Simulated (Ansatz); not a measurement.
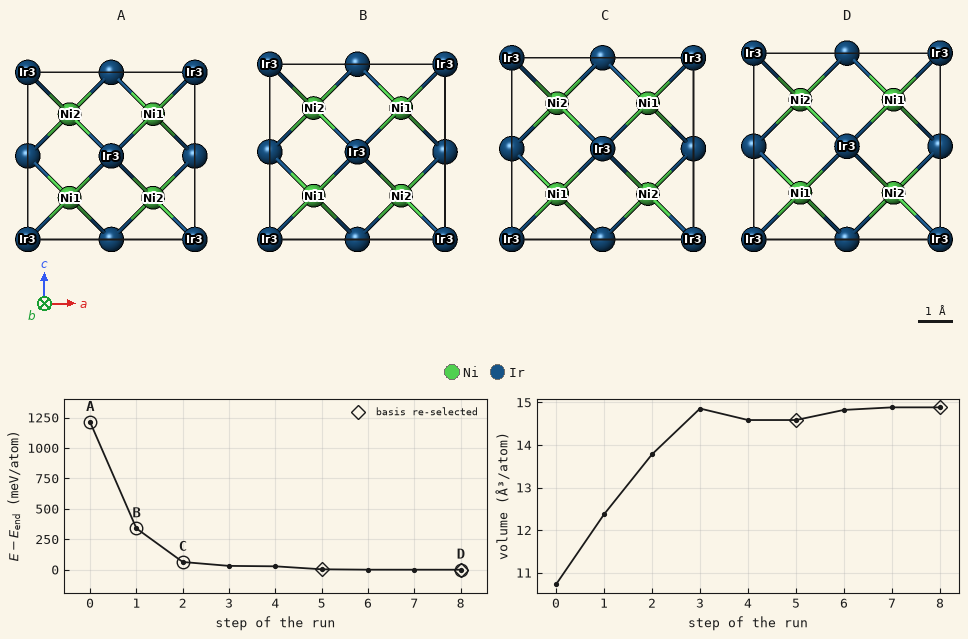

Frames of a relaxation of crystalline Ni$_{2}$Ir (built on the fluorite_225 type) (coarse preliminary run), marked on the history of the run. Style: ball-and-stick. Shown: the conventional cell (4 times the calculation's cell), along the b axis. Lengths and directions refer to the drawn axes.

Case: fluorite type (Fm-3m, No. 225).

Method: DFT PBE, scalar-relativistic, plane waves, PAW (Ansatz). Settings: plane-wave cutoff 420 eV; k-point mesh 6 × 6 × 6; occupations gaussian; smearing width 0.1 eV; no spin polarisation; cell and atoms relaxed; force threshold 0.04 eV/Å; at most 70 steps.

**Describe the path.**

The atoms keep their places relative to the cell (all moves are under 0.005 Å). The volume changes by +38.8 %, with a = b = c 5.049 → 5.632 Å (+11.5 %). Near-neighbour distances that change, for instance: Ni1–Ir3 2.186 → 2.439 Å. The space group stays Fm-3m (No. 225). The energy falls by 1213 meV per atom in 6 accepted moves (8 points after the start). All forces vanish by symmetry, so only the cell relaxes. The pressure goes from 127.62 to 0.05 GPa. The SCF was repeated twice at an unchanged geometry on a basis and grid sized afresh for the cell, which shifted the energy by 24.4 meV per atom at most. From step 0 to 1: volume +15.3 %, energy −874 meV per atom. From step 1 to 2: volume +11.4 %, energy −276 meV per atom. From step 2 to 8: volume +8.0 %, energy −63.5 meV per atom.
